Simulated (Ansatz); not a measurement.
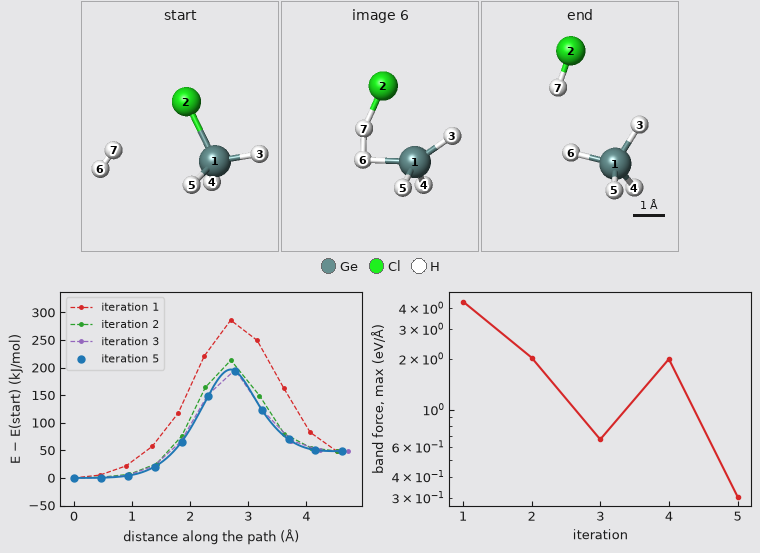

A search for the minimum-energy path of GeH5Cl, made up at the start of GeH3Cl and H₂ by the nudged elastic band. Images are numbered from 0 (start) to 10 (end). The plot follows the band through its iterations. A ball-and-stick model, seen at a tilt.

Theory: Ansatz 0.2.0, RKS revPBE-D4/def2-SVP. Run with 9 movable images; climbing image; force threshold 0.5 eV/Å; iteration limit 60; starting path through a guess of the saddle point.

Q: Did the band converge, and can the barrier be trusted?

A: The run met only a loose threshold, so the barrier can't be trusted yet. The band converged in 5 iterations. The largest component of the band force went from 4.4 to 0.3 eV/Å. The climbing image converged on the top of the path. Its curvatures weren't checked. The force threshold is so loose that the height of the top is at best an upper bound. The first iteration put the highest image at 286.1 kJ/mol. Forward barrier 194.2 kJ/mol, backward barrier 145.7 kJ/mol, with image 6 at the top; the reaction energy is +48.5 kJ/mol.

Limits of the set-up: the start holds two separate molecules, 3.0 Å apart at their closest, whose relative position is a soft coordinate.

The run took 110 s on 1 thread of Intel(R) Xeon(R) Platinum 8259CL CPU @ 2.50GHz (Skylake/Cascade Lake), with other jobs on the host, peak memory 0.18 GiB.
